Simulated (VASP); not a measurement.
Band structure of GaP (space group F-43m). All values below come from PBEsol GGA, VASP's PBE PAW potentials (set 64) (plane waves; VASP).

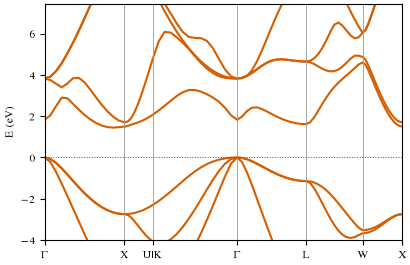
Figure. Bands along high-symmetry lines, zero at the valence-band maximum or, without a gap, the Fermi level

Q: Read the plot: is there a gap, and where are the band edges?

A: The gap is indirect, 1.45 eV, from the valence maximum at Γ to the conduction minimum at Γ-X at 0.86. (Edges off the drawn lines would not show.)

The structure comes from a measured GaP entry (F-43m) of the Crystallography Open Database, whose conditions weren't checked. It was relaxed first.
